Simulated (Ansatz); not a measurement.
**C₃HN₃Sn (SMILES N#[C][SnH]([C]#N)[C]#N): density, localisation and related maps**

The calculation's input:

```
crystal:
  periodic: [false, false, false]
  atoms:
    - {symbol: N, position_ang: [2.368333, -1.794104, 0.858420]}
    - {symbol: C, position_ang: [1.394216, -1.229273, 0.619300]}
    - {symbol: Sn, position_ang: [-0.401626, -0.248224, 0.218602]}
    - {symbol: C, position_ang: [-0.584759, -0.155895, -1.856487]}
    - {symbol: N, position_ang: [-0.717206, -0.120259, -2.999426]}
    - {symbol: C, position_ang: [-0.175385, 1.713427, 0.888554]}
    - {symbol: N, position_ang: [-0.076468, 2.791681, 1.279325]}
    - {symbol: H, position_ang: [-1.714908, -1.014455, 0.935910]}
basis:
  gaussian: {orbitals: def2-TZVPP}
hamiltonian: {xc: pbe0, dispersion: d4}
output: {orbitals: {seedname: orbitals}}
```

Command:

```sh
ansatz run in.yaml --threads 4 --pin off --events-out ev --progress --plain --max-ram 10444MiB
```

Geometry: PBE0-D4/def2-TZVP; core potentials replace the inner electrons of Sn.

Computed with RKS PBE0-D4/def2-TZVPP in Ansatz 0.2.0.

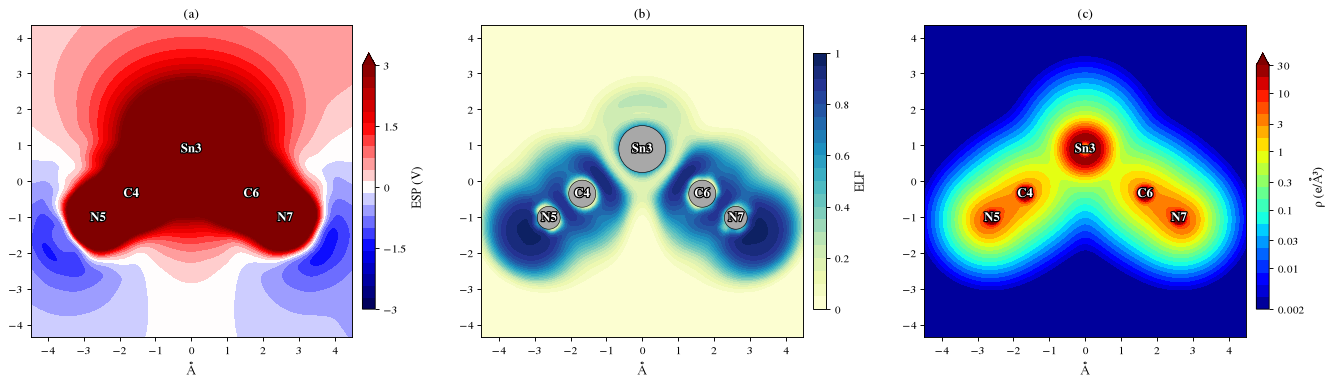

Figure 1. (a) molecular electrostatic potential; (b) ELF; (c) electron density on the plane of atoms C4, Sn3 and C6. Grey discs cover the atomic cores in the ELF map.

Describe what can be read from this map.

Answer.
- The plane passes through Sn, C and N nuclei.
- C–N (1.15 Å): ρ at the midpoint is about 3.8 e/Å³; the ELF peaks at about 0.85 between the atoms; a multiple bond.
- C–Sn (2.09 Å): ρ at the midpoint is about 0.76 e/Å³; the ELF peaks at about 0.95 in the valence shell of C, 0.6 Å from its nucleus, and drops to about 0.20 between the two atoms.
- The ELF also peaks beside N7 and N5, away from the bonds: lone-pair regions.
- Outside the dense part of the molecule the potential is most negative (−1.5 V) near N5 and N7.

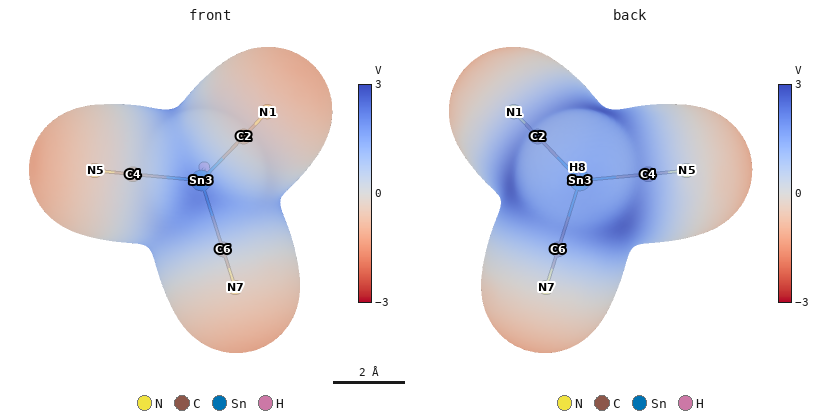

Figure 2. The electrostatic potential painted on the density surface at 0.001 e/bohr³, seen from the front and from behind; red is negative and blue positive.

Which sites attract a positive test charge, and which a negative one?

Answer. A positive charge is drawn to the negative regions and a negative charge to the positive ones. The most negative region (about −1.1 V) lies over N1, N5 and N7, the most positive (about +2.8 V) over Sn3.

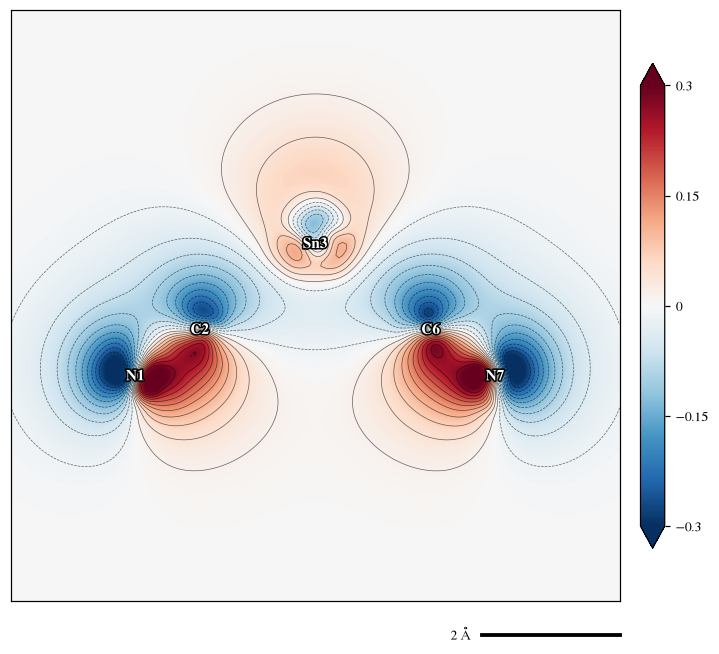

Figure 3. One frontier orbital on the plane of atoms C2, Sn3 and C6 (values in Å⁻³ᐟ²; the overall sign is arbitrary).

Which orbital is it: HOMO or LUMO?

Answer. The HOMO, at −10.67 eV. It lies mainly on N1 (about 15 %), N5 (about 15 %), N7 (about 15 %), H8 (about 10 %), C2 (about 10 %), C4 (about 10 %) and C6 (about 10 %).

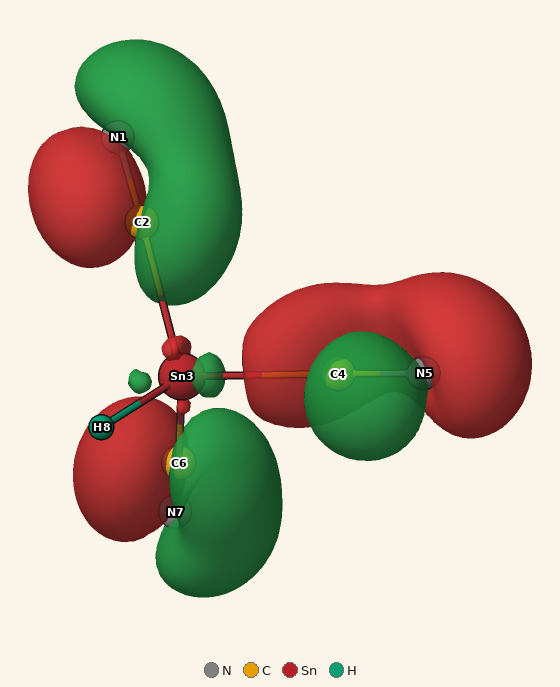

Figure 4. The HOMO−1 at ±0.08 Å⁻³ᐟ² (green and red are the two phases), seen at an oblique angle.

Where does this orbital lie, and at what energy?

Answer. Its weight (Hirshfeld) is mainly on N5 (about 20 %), N1 (about 20 %), N7 (about 15 %), C2 (about 10 %), C6 (about 10 %) and C4 (about 10 %). It is one of a degenerate set, so its orientation is arbitrary. Its energy is −10.73 eV.
